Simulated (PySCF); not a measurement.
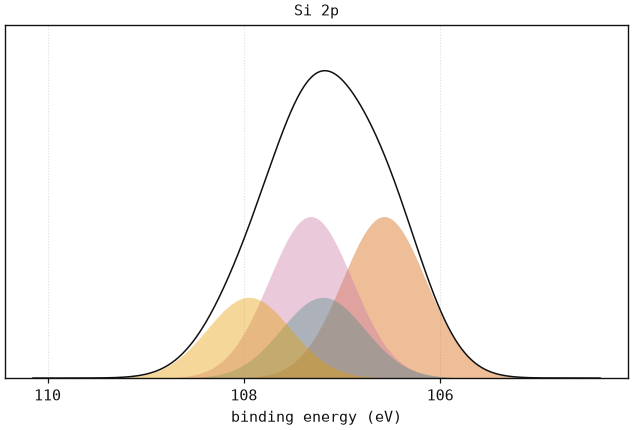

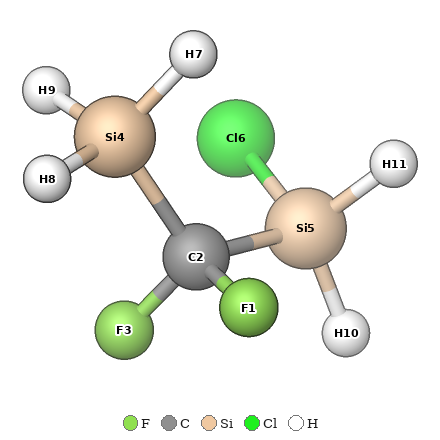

Simulated XPS of CH₅ClF₂Si₂, SMILES FC(F)([SiH3])[SiH2]Cl. Vertical core-electron binding energies by ΔSCF (PBE, pcX-2 on the ionised atom, pcseg-1 elsewhere, spin-free X2C; PySCF, at a PBE0-D3(BJ)/def2-SVP geometry (no frequency check)), gas phase, against the vacuum level. One atom of each kind was ionised; within a panel, areas follow the number of like atoms and 2j + 1 (2p levels are split by first-order spin-orbit coupling, an approximation), Gaussians of 1.0 eV full width. Only the regions named are shown. Lines closer than the width merge in the curve. The order of lines from different atoms under 0.3 eV apart is within the error of the method.

> Which atoms give which peak?

```tsv
level	atoms	binding energy (eV)
Si 2p1/2	Si5	107.9
Si 2p3/2	Si5	107.3
Si 2p1/2	Si4	107.2
Si 2p3/2	Si4	106.6
```

> How large is the chemical shift across the Si 2p region?

0.7 eV, from Si4 at 106.6 eV to Si5 at 107.3 eV.

Caveats: one conformer of a flexible molecule.
